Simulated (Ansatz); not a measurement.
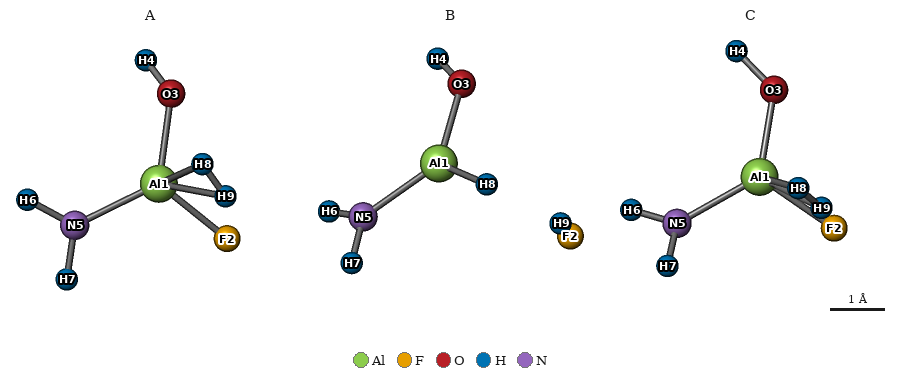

3 geometries from one relaxation of AlNH$_{5}$OF, in shuffled order. A ball-and-stick model, seen at a tilt.

The run prepares an end point of a later path (reaction) calculation, from a guessed geometry.

All numbers below come from RKS LDA/def2-SVP (Ansatz). (no spin polarisation; force threshold 0.03 eV/Å; at most 50 steps)

Question: Order the frames from highest to lowest energy.

Answer: B, C, A. They are steps 0, 9, 28, at +1.490 eV, +0.374 eV relative to the last. The largest move after the best rigid fit is that of H9, 1.12 Å. By element the largest moves are H 1.12 Å, F 0.88 Å, Al 0.84 Å, N 0.29 Å, O 0.25 Å. Among the contacts that change: Al1–F2 2.877 → 1.670 Å, F2–H9 0.937 → 2.142 Å, H8–H9 1.856 → 0.794 Å, Al1–H8 1.573 → 2.119 Å. New bonds form, among them: Al1–F2 (2.88 → 1.67 Å), H8–H9 (1.86 → 0.79 Å). Bonds break, among them: F2–H9 (0.94 → 2.14 Å). Among the angles between lasting bonds that change: O3–Al1–N5 127.6° → 124.0°. The energy falls by 1.490 eV in 26 accepted moves (28 points after the start). The largest force component goes from 0.48 to 0.0098 eV/Å. The line search rejected the trial steps at points 13, 22 of the run. Cost: 34 s on 2 threads of Arm Neoverse V1 (shared host), peak memory 0.14 GiB.
